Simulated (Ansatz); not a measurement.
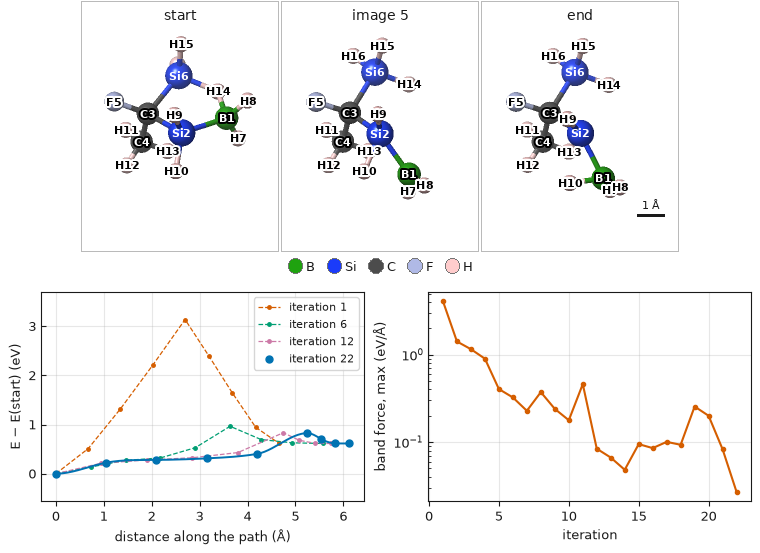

A nudged-elastic-band calculation for C2H10BFSi2. Images are numbered from 0 (start) to 8 (end). The plot follows the band through its iterations. A ball-and-stick model, seen from a free direction.

The calculation used RKS PBE-D4/STO-3G (Ansatz 0.2.0). Run with 7 movable images; climbing image; force threshold 0.05 eV/Å; iteration limit 60; starting path through a guess of the saddle point.

> Judge this run.

The result is final at these settings. The band converged in 22 iterations. The largest component of the band force went from 4.1 to 0.027 eV/Å. The climbing image converged on the top of the path. Its vibrational analysis gives one imaginary mode (562i cm⁻¹), as a transition state must have. The first iteration put the highest image at 3.14 eV. The energy climbs by 0.83 eV to image 5 and then falls by 0.21 eV, so the end point sits at +0.61 eV.

Limits of the set-up: STO-3G is a minimal basis, so the numbers are rough.

Cost: 8.2 min on 1 thread of Arm Neoverse V2 (shared host), peak memory 0.11 GiB.
